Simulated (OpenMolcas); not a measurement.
**Relativistic diatomic calculation: AlLi⁺ (part 2 of 2)**

Continued. System: AlLi⁺. Method: SA-CASSCF(3,8)/XMS-CASPT2 + RASSI spin-orbit (X2C scalar, AMFI), ANO-RCC-VTZP (OpenMolcas).

Log (extracts), continued:
```
++ Dipole transition strengths (spin-free states):
     for osc. strength at least  1.00000000E-05
      From   To        Osc. strength     Einstein coefficients Ax, Ay, Az (sec-1)    Total A (sec-1)
         1    3       9.49646287E-03  0.00000000E+00  0.00000000E+00  4.09646637E+06  4.09646637E+06
         1    4       4.09526784E-02  0.00000000E+00  0.00000000E+00  1.76656585E+07  1.76656585E+07
         1    5       1.96078309E-05  0.00000000E+00  0.00000000E+00  2.12490346E+04  2.12490346E+04
         1    6       3.28219182E-01  0.00000000E+00  0.00000000E+00  3.55691643E+08  3.55691643E+08
         2    3       4.09526640E-02  0.00000000E+00  0.00000000E+00  1.76656507E+07  1.76656507E+07
         2    4       9.49645954E-03  0.00000000E+00  0.00000000E+00  4.09646457E+06  4.09646457E+06
         2    5       3.28219175E-01  0.00000000E+00  0.00000000E+00  3.55691571E+08  3.55691571E+08
         2    6       1.96078337E-05  0.00000000E+00  0.00000000E+00  2.12490390E+04  2.12490390E+04
         7   10       1.68830270E-02  1.12823602E+02  1.20176269E+07  0.00000000E+00  1.20177397E+07
         8   10       1.68830264E-02  1.20176263E+07  1.12823630E+02  0.00000000E+00  1.20177391E+07
         3    5       2.55099588E-02  0.00000000E+00  0.00000000E+00  3.76598645E+06  3.76598645E+06
         3    6       6.17181845E-03  0.00000000E+00  0.00000000E+00  9.11134065E+05  9.11134065E+05
         4    5       6.17181976E-03  0.00000000E+00  0.00000000E+00  9.11133955E+05  9.11133955E+05
         4    6       2.55099530E-02  0.00000000E+00  0.00000000E+00  3.76598686E+06  3.76598686E+06
 Electric-quadrupole - electric-quadrupole not included
 Electric-dipole - electric-octupole not included
 Electric-dipole - magnetic-quadrupole not included
   Eigenvalues of complex Hamiltonian:
  (Shifted by EMIN (a.u.) =       -249.7199043805)
 SO State       Relative EMIN(au)   Rel lowest level(eV)    D:o, cm**(-1)      Omega
     1            -0.0001615171        0.0000000000              0.0000         0.5
     2            -0.0001615171        0.0000000000              0.0000         0.5
     3             0.0001614504        0.0087883947             70.8832         1.5
     4             0.0001614504        0.0087883947             70.8832         1.5
     5             0.1043744070        2.8445674086          22942.9834         0.5
     6             0.1043744070        2.8445674086          22942.9834         0.5
     7             0.1044916306        2.8477572239          22968.7110         0.5
     8             0.1044916306        2.8477572239          22968.7110         0.5
     9             0.1046096201        2.8509678815          22994.6067         1.5
    10             0.1046096201        2.8509678815          22994.6067         1.5
    11             0.1047283873        2.8541997020          23020.6731         2.5
    12             0.1047283873        2.8541997020          23020.6731         2.5
    13             0.1158460680        3.1567272068          25460.7220         0.5
    14             0.1158460680        3.1567272068          25460.7220         0.5
    15             0.1158928931        3.1580013832          25470.9989         1.5
    16             0.1158928931        3.1580013832          25470.9989         1.5
    17             0.1429705742        3.8948226217          31413.8630         1.5
    18             0.1429705742        3.8948226217          31413.8630         1.5
    19             0.1429713380        3.8948434054          31414.0306         0.5
    20             0.1429713380        3.8948434054          31414.0306         0.5
    21             0.1836203733        5.0009600042          40335.4626         0.5
    22             0.1836203733        5.0009600042          40335.4626         0.5
    23             0.1836872113        5.0027787590          40350.1319         1.5
    24             0.1836872113        5.0027787590          40350.1319         1.5
    25             0.2533957745        6.8996453991          55649.3931         0.5
    26             0.2533957745        6.8996453991          55649.3931         0.5
    27             0.2533959060        6.8996489756          55649.4220         1.5
    28             0.2533959060        6.8996489756          55649.4220         1.5
 Weights of the five most important spin-orbit-free states for each spin-orbit state.
 SO State  Total energy (au)           Spin-free states, spin, and weights
    1        -0.000162       1 0.5  0.5000    2 0.5  0.5000    3 0.5  0.0000    4 0.5  0.0000    5 0.5  0.0000
    2        -0.000162       1 0.5  0.5000    2 0.5  0.5000    3 0.5  0.0000    4 0.5  0.0000    5 0.5  0.0000
    3         0.000161       2 0.5  0.5000    1 0.5  0.5000    4 0.5  0.0000    3 0.5  0.0000    6 0.5  0.0000
    4         0.000161       2 0.5  0.5000    1 0.5  0.5000    4 0.5  0.0000    3 0.5  0.0000    6 0.5  0.0000
    5         0.104374       7 1.5  0.5000    8 1.5  0.5000    9 1.5  0.0000   10 1.5  0.0000    3 0.5  0.0000
    6         0.104374       7 1.5  0.5000    8 1.5  0.5000    9 1.5  0.0000   10 1.5  0.0000    3 0.5  0.0000
    7         0.104492       7 1.5  0.5000    8 1.5  0.5000    9 1.5  0.0000    3 0.5  0.0000    4 0.5  0.0000
    8         0.104492       7 1.5  0.5000    8 1.5  0.5000    9 1.5  0.0000    3 0.5  0.0000    4 0.5  0.0000
    9         0.104610       8 1.5  0.5000    7 1.5  0.5000    4 0.5  0.0000    3 0.5  0.0000    9 1.5  0.0000
   10         0.104610       8 1.5  0.5000    7 1.5  0.5000    4 0.5  0.0000    3 0.5  0.0000    9 1.5  0.0000
   11         0.104728       8 1.5  0.5000    7 1.5  0.5000    9 1.5  0.0000   10 1.5  0.0000    5 0.5  0.0000
   12         0.104728       8 1.5  0.5000    7 1.5  0.5000    9 1.5  0.0000   10 1.5  0.0000    5 0.5  0.0000
   13         0.115846       4 0.5  0.5000    3 0.5  0.5000    7 1.5  0.0000    8 1.5  0.0000    9 1.5  0.0000
   14         0.115846       4 0.5  0.5000    3 0.5  0.5000    7 1.5  0.0000    8 1.5  0.0000    9 1.5  0.0000
   15         0.115893       3 0.5  0.5000    4 0.5  0.5000    7 1.5  0.0000    8 1.5  0.0000    9 1.5  0.0000
   16         0.115893       3 0.5  0.5000    4 0.5  0.5000    7 1.5  0.0000    8 1.5  0.0000    9 1.5  0.0000
   17         0.142971       9 1.5  1.0000    8 1.5  0.0000    7 1.5  0.0000    5 0.5  0.0000    6 0.5  0.0000
   18         0.142971       9 1.5  1.0000    8 1.5  0.0000    7 1.5  0.0000    5 0.5  0.0000    6 0.5  0.0000
   19         0.142971       9 1.5  1.0000    8 1.5  0.0000    7 1.5  0.0000    5 0.5  0.0000    6 0.5  0.0000
   20         0.142971       9 1.5  1.0000    8 1.5  0.0000    7 1.5  0.0000    5 0.5  0.0000    6 0.5  0.0000
   21         0.183620       5 0.5  0.5001    6 0.5  0.4999    9 1.5  0.0000   10 1.5  0.0000    7 1.5  0.0000
   22         0.183620       5 0.5  0.5001    6 0.5  0.4999    9 1.5  0.0000   10 1.5  0.0000    7 1.5  0.0000
   23         0.183687       6 0.5  0.5001    5 0.5  0.4999    9 1.5  0.0000   10 1.5  0.0000    8 1.5  0.0000
   24         0.183687       6 0.5  0.5001    5 0.5  0.4999    9 1.5  0.0000   10 1.5  0.0000    8 1.5  0.0000
   25         0.253396      10 1.5  1.0000    6 0.5  0.0000    5 0.5  0.0000    8 1.5  0.0000    7 1.5  0.0000
   26         0.253396      10 1.5  1.0000    6 0.5  0.0000    5 0.5  0.0000    8 1.5  0.0000    7 1.5  0.0000
   27         0.253396      10 1.5  1.0000    6 0.5  0.0000    5 0.5  0.0000    8 1.5  0.0000    7 1.5  0.0000
   28         0.253396      10 1.5  1.0000    6 0.5  0.0000    5 0.5  0.0000    8 1.5  0.0000    7 1.5  0.0000
++ Dipole transition strengths (SO states):
        for osc. strength at least   1.00000000E-05
      From   To        Osc. strength     Einstein coefficients Ax, Ay, Az (sec-1)    Total A (sec-1)
         1   13       5.03073497E-02  0.00000000E+00  0.00000000E+00  2.17527964E+07  2.17527964E+07
         1   21       3.28231345E-01  0.00000000E+00  0.00000000E+00  3.56202009E+08  3.56202009E+08
         2   14       5.03073497E-02  0.00000000E+00  0.00000000E+00  2.17527964E+07  2.17527964E+07
         2   22       3.28231345E-01  0.00000000E+00  0.00000000E+00  3.56202009E+08  3.56202009E+08
         3   15       5.05908144E-02  0.00000000E+00  0.00000000E+00  2.17713464E+07  2.17713464E+07
         3   23       3.28239127E-01  0.00000000E+00  0.00000000E+00  3.55218273E+08  3.55218273E+08
         4   16       5.05908144E-02  0.00000000E+00  0.00000000E+00  2.17713464E+07  2.17713464E+07
         4   24       3.28239127E-01  0.00000000E+00  0.00000000E+00  3.55218273E+08  3.55218273E+08
         5   27       1.69032298E-02  6.03041347E+06  6.03045090E+06  0.00000000E+00  1.20608644E+07
         6   28       1.69032298E-02  6.03041347E+06  6.03045090E+06  0.00000000E+00  1.20608644E+07
         7   25       1.68891365E-02  6.01586208E+06  6.01597376E+06  0.00000000E+00  1.20318358E+07
         8   26       1.68891365E-02  6.01586208E+06  6.01597376E+06  0.00000000E+00  1.20318358E+07
         9   25       1.68756646E-02  6.00165226E+06  6.00154119E+06  0.00000000E+00  1.20031935E+07
        10   26       1.68756646E-02  6.00165226E+06  6.00154119E+06  0.00000000E+00  1.20031935E+07
        11   27       1.68624186E-02  5.98734488E+06  5.98730807E+06  0.00000000E+00  1.19746530E+07
        12   28       1.68624186E-02  5.98734488E+06  5.98730807E+06  0.00000000E+00  1.19746530E+07
        13   21       3.17402221E-02  0.00000000E+00  0.00000000E+00  4.68436787E+06  4.68436787E+06
        14   22       3.17402221E-02  0.00000000E+00  0.00000000E+00  4.68436787E+06  4.68436787E+06
        15   23       3.16203744E-02  0.00000000E+00  0.00000000E+00  4.66943661E+06  4.66943661E+06
        16   24       3.16203744E-02  0.00000000E+00  0.00000000E+00  4.66943661E+06  4.66943661E+06
 Electric-quadrupole - electric-quadrupole not included
 Electric-dipole - electric-octupole not included
 Electric-dipole - magnetic-quadrupole not included
```

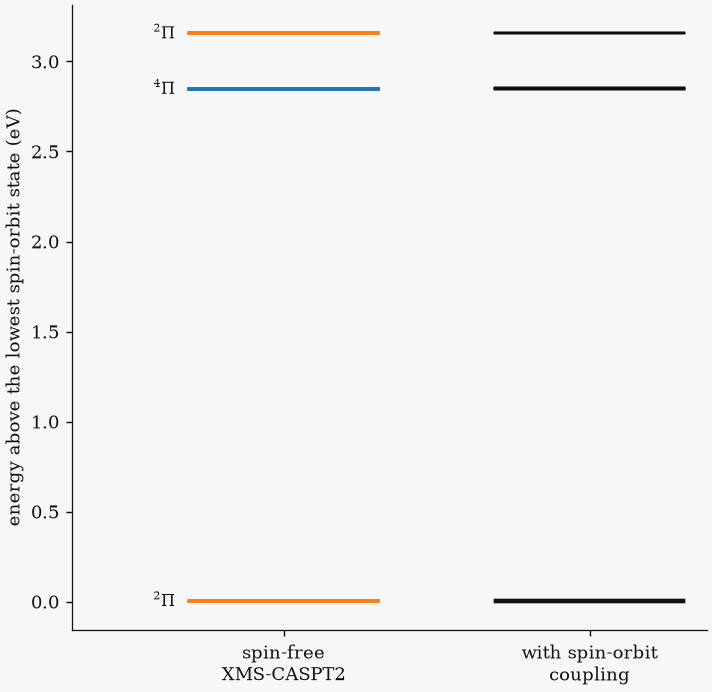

**Figure 1.** States up to 3.5 eV at 3.027 Å, without spin-orbit coupling (left, a colour for each spin multiplicity) and with it (right, where close levels merge). The spin-free states run ²Π (0.00 eV), ⁴Π (2.84 eV), ²Π (3.15 eV) from the lowest. The lowest spin-orbit levels have |Ω| = 1/2 (0 cm⁻¹), 3/2 (71 cm⁻¹), 1/2 (22,943 cm⁻¹), 1/2 (22,969 cm⁻¹), 3/2 (22,995 cm⁻¹).

Outcome of the run: converged.
